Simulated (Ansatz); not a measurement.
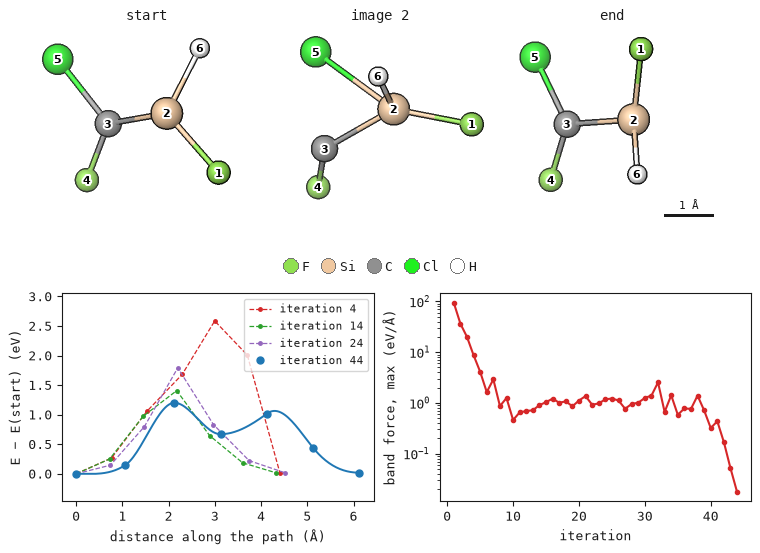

A search for the minimum-energy path of CHClF2Si by the nudged elastic band. Images are numbered from 0 (start) to 6 (end). The plot follows the band through its iterations. Style: ball-and-stick. Shown from a free direction.

Theory: Ansatz 0.2.0, RKS LDA/def2-SVP. Set-up: 5 movable images; climbing image; force threshold 0.03 eV/Å; iteration limit 60; starting path through a guess of the saddle point.

> How did the profile develop, and is the result final?

The run is converged, with reservations. The band converged in 44 iterations. The largest component of the band force went from 94 to 0.018 eV/Å. The climbing image converged on the top of the path. Its vibrational analysis gives one imaginary mode (236i cm⁻¹), as a transition state must have. The first iteration put the highest image at 41.72 eV. The energy climbs by 1.20 eV to image 2 and then falls by 1.18 eV, so the end point sits at +0.02 eV. The profile has 2 maxima (images 2, 4) with a dip at image 3 (+0.67 eV), so the process runs in steps.

The run took 2.7 min on 1 thread of Intel(R) Xeon(R) 6975P-C (Granite Rapids), on a shared host, peak memory 0.17 GiB.
